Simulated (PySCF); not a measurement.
Vertical excitations of a molecule C₃H₃BFNO from TDA-PBE0/def2-SVPD run with PySCF, as energy in eV (oscillator strength): 3.75 (0.003), 5.65 (0.232), 6.02 (0.001), 6.89 (0.016), 7.10 (0.000), 7.19 (0.005), 7.25 (0.042), 7.66 (0.004), 7.91 (0.014), 7.96 (0.027). Lowest triplet (TDA): 3.24 eV. The structure is a stationary point at B3LYP-D3(BJ)/def2-SVP. The values are those of a single conformer.

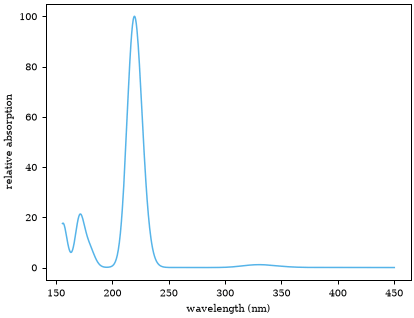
The lines broadened by 0.4 eV.

**Question.** Which structure fits?
A) F/C=C/B1N=CO1
B) C#C/C=N\B(O)F
C) C=C1N=COB1F
D) FB1N=CC=CO1

**Answer.** D, FB1N=CC=CO1
